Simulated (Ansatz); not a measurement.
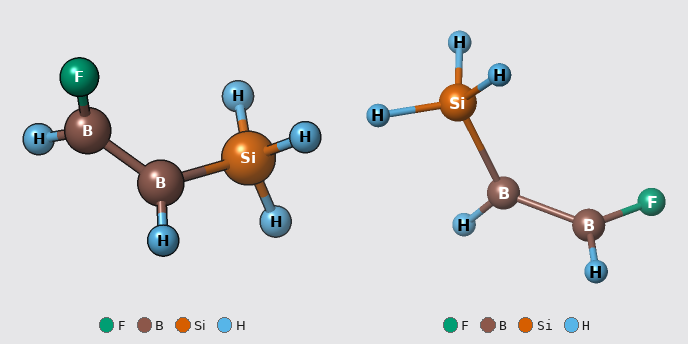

Both panels show the same species.

**Which formula does it have?**

B₂FH₅Si, 9 atoms: 2 boron, 1 fluorine, 5 hydrogen and 1 silicon.

**Count the bonded pairs by element.**

3 Si–H, 2 B–H, 1 B–F, 1 B–B, 1 B–Si.

The parts below concern this one geometry. Atoms keep their numbers from picture to picture. The computed structure is the end point of a PBE0-D4/def2-TZVP optimisation. No frequency run is at hand to confirm it as a minimum.

**Geometry**

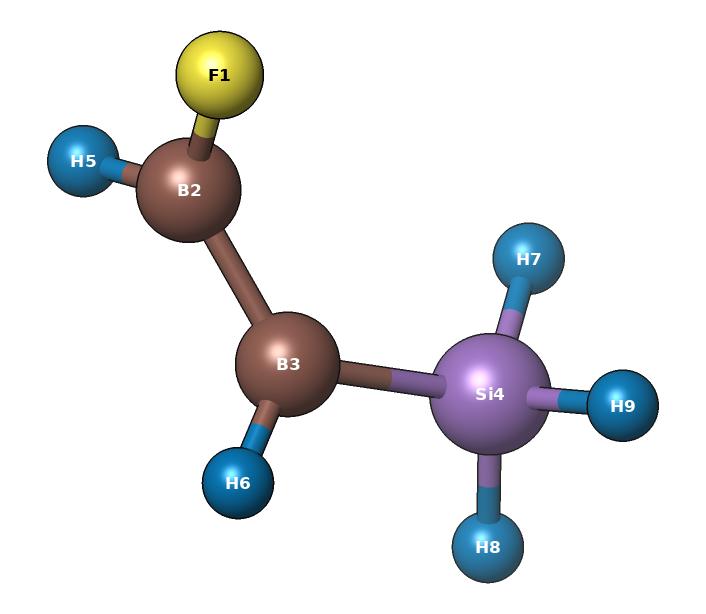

Atoms carry their numbers in the input. No frequency run is at hand to confirm it as a minimum.

Which atoms are bonded, and how long are the bonds?

| bond | length (Å) | order |
| --- | --- | --- |
| F1–B2 | 1.328 | single |
| B2–B3 | 1.663 | single |
| B2–H5 | 1.210 | single |
| B3–Si4 | 2.013 | single |
| B3–H6 | 1.199 | single |
| Si4–H7 | 1.487 | single |
| Si4–H8 | 1.489 | single |
| Si4–H9 | 1.494 | single |

**Electronic properties**

No frequency run is at hand to confirm it as a minimum. Properties computed with RKS PBE0-D4/def2-TZVPP (Ansatz 0.2.0).

Computed properties:

- HOMO energy (Kohn–Sham orbital): −8.00 eV
- LUMO energy (Kohn–Sham orbital): −2.65 eV
- HOMO–LUMO gap: 5.35 eV
- dispersion correction: −11.6 kJ/mol

**Charges**

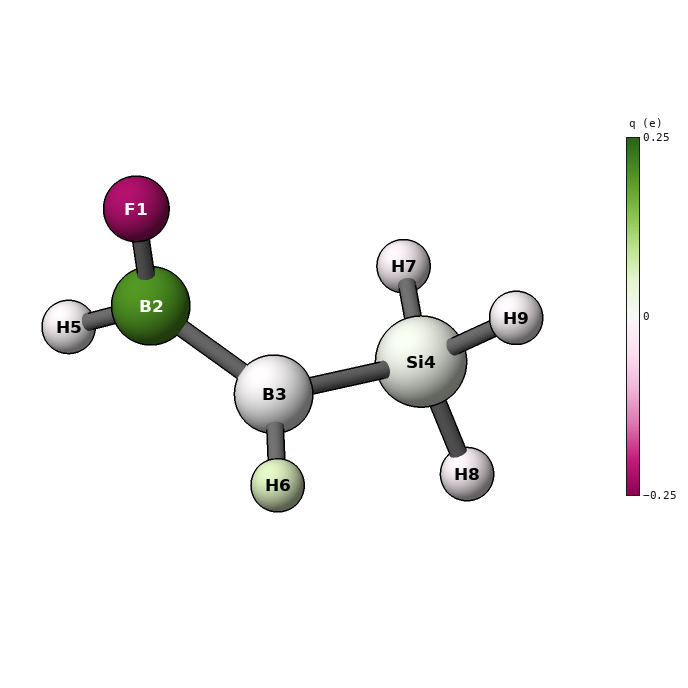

Atoms are coloured by their Mulliken charges. No frequency run is at hand to confirm it as a minimum. Properties computed with RKS PBE0-D4/def2-TZVP (Ansatz 0.2.0).

Give the Mulliken charges atom by atom.

```json
{"atom": "F1", "value (e)": "−0.22"}
{"atom": "B2", "value (e)": "0.20"}
{"atom": "B3", "value (e)": "0.00"}
{"atom": "Si4", "value (e)": "0.01"}
{"atom": "H5", "value (e)": "−0.01"}
{"atom": "H6", "value (e)": "0.06"}
{"atom": "H7", "value (e)": "−0.02"}
{"atom": "H8", "value (e)": "−0.01"}
{"atom": "H9", "value (e)": "−0.01"}
```

**Dipole moment**

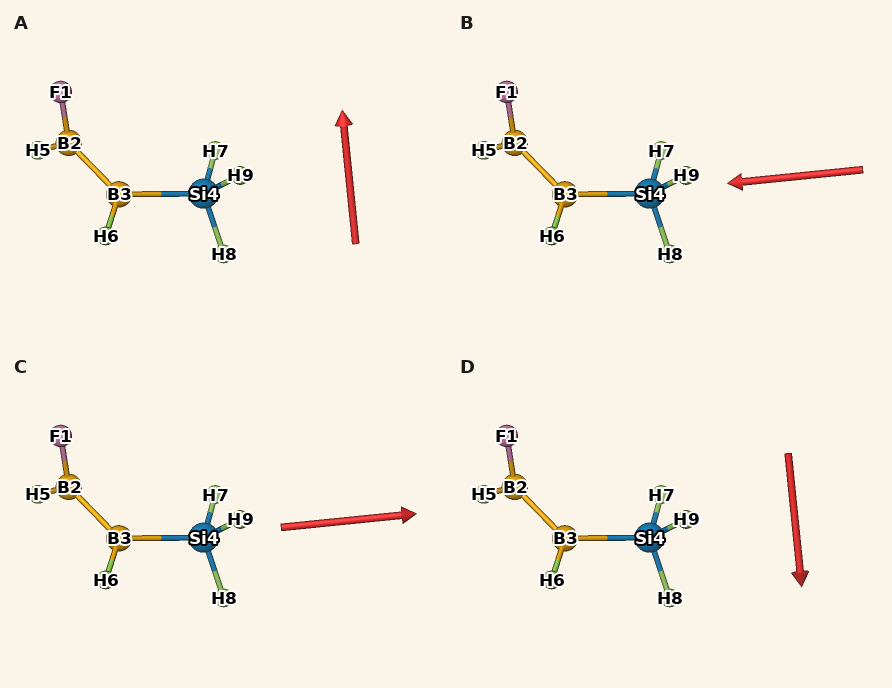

The same molecule four times, each with an arrow. No frequency run is at hand to confirm it as a minimum. Properties computed with RKS PBE0-D4/def2-TZVP (Ansatz 0.2.0).

**Which arrow points along the dipole moment, from the negative to the positive end?**

D. The dipole moment is 0.93 D; it points from the side of F1 to the side of H8 (the outermost atoms at the two ends).

Mulliken values depend strongly on the basis set and can even reverse the polarity of a bond.
